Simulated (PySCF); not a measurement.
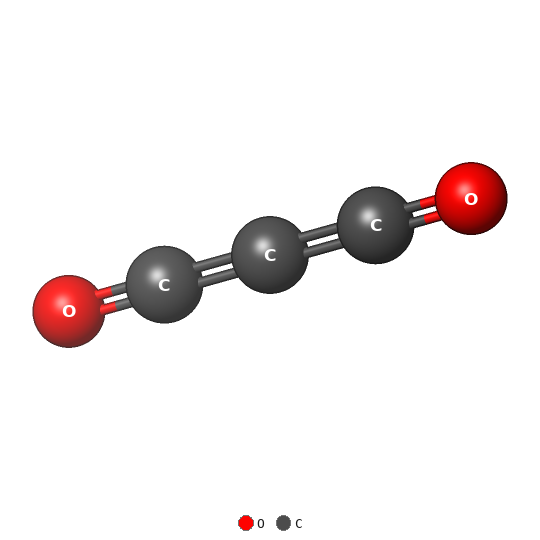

The geometry was computed by an optimisation with PBE0-D3(BJ)/def2-SVP. No frequency run is at hand to confirm it as a minimum.

Describe the molecule.

It has 5 atoms: 3 carbon and 2 oxygen (C3O2). As SMILES it reads `O=C=C=C=O`. This geometry has D∞h symmetry. All atoms lie on one line. Coordination: 3 C linear.

More results for the same structure follow; atom numbers are the same in all pictures, views and colours differ.

### Geometry

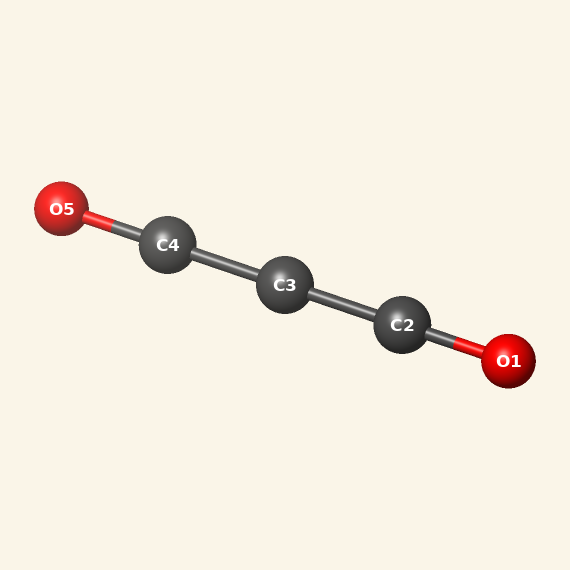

Numbered structure. No frequency run is at hand to confirm it as a minimum.

Which atoms are bonded, and how long are the bonds?

```json
{"bond": "O1–C2", "length (Å)": "1.159", "order": "double"}
{"bond": "C2–C3", "length (Å)": "1.281", "order": "double"}
{"bond": "C3–C4", "length (Å)": "1.281", "order": "double"}
{"bond": "C4–O5", "length (Å)": "1.159", "order": "double"}
```

### Charges

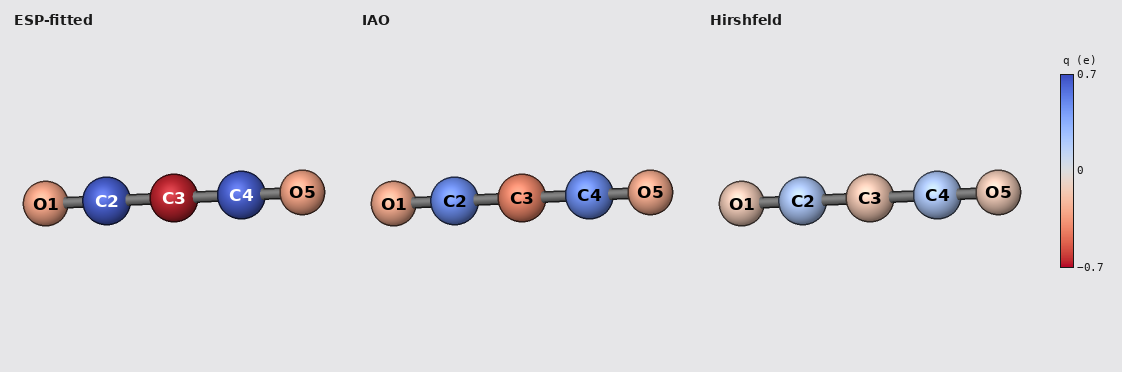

Atomic charges of one calculation by 3 schemes, on one colour scale. No frequency run is at hand to confirm it as a minimum. Level of theory: PBE0/6-311+G(2d,p) (PySCF 2.14.0).

Which scheme gives the most polar picture (largest mean size of the charges)?

Answer. The ESP-fitted charges are the largest in size here, and the Hirshfeld charges the smallest.

List the charges (e), one line for each set of equivalent atoms.

```
  atom  ESP-fitted    IAO  Hirshfeld
O1, O5       −0.30  −0.27      −0.13
C2, C4        0.63   0.48       0.21
    C3       −0.66  −0.41      −0.15
```

### Electronic properties

No frequency run is at hand to confirm it as a minimum. Level of theory: PBE0/6-31G, gas phase (PySCF 2.14.0).

What is the HOMO–LUMO gap?

Answer. 6.43 eV.

Give the HOMO energy (Kohn–Sham orbital) at this level.

Answer. −8.22 eV.

### NMR shielding

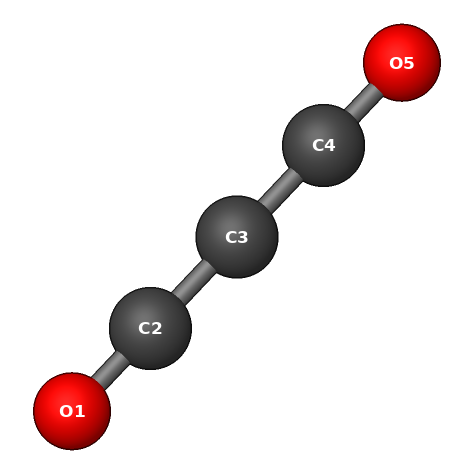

No frequency run is at hand to confirm it as a minimum. Method: GIAO CAM-B3LYP/pcSseg-2 NMR shielding, non-relativistic, gas phase (PySCF 2.14.0). Principal shieldings σ11 ≤ σ22 ≤ σ33, span Ω = σ33 − σ11, skew κ = 3(σiso − σ22)/Ω.

Give the shielding tensors of the O atoms.

```csv
atom,σ11,σ22,σ33,σiso,Ω,κ
"O1, O5",−10.5,−10.5,414.8,131.2,425.3,1.00
```

Shieldings and span in ppm.
